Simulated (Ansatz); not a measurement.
Profile along the Hf–Hf line in Hf (hcp, Mg type)

Hf (hcp, Mg type)

```
Hf
1.0
    3.20421     0.00000     0.00000
   -1.60210     2.77493     0.00000
    0.00000     0.00000     5.06906
Hf
2
Direct
  0.33333   0.66667   0.75000
  0.66667   0.33333   0.25000
```

Fields along a shortest Hf–Hf line of a (1 -1 0 0) plane (3.20 Å), from Hf to Hf, interpolated on the slice's grid (step about 0.2 Å). Method: PBE (plane waves to 420 eV, PAW, scalar-relativistic; Ansatz, a quantum-chemistry and plane-wave program). k mesh 17×17×9. Inside the PAW spheres the values are not all-electron values, and peaks at nuclei hang on which shells count as valence. Hf is run without spin polarisation. Hf was relaxed with its symmetry unable to fall. Spin-orbit coupling is left out, though Hf is heavy.

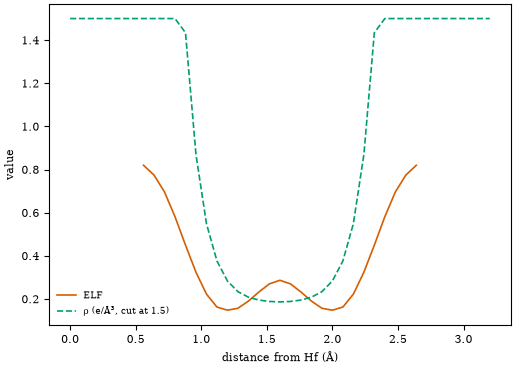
Figure: ELF (away from the nuclei) and valence density from Hf to Hf.

Density on the Hf–Hf line (3.20 Å) at its midpoint: 0.19 e/Å³. ELF at that point: 0.29.
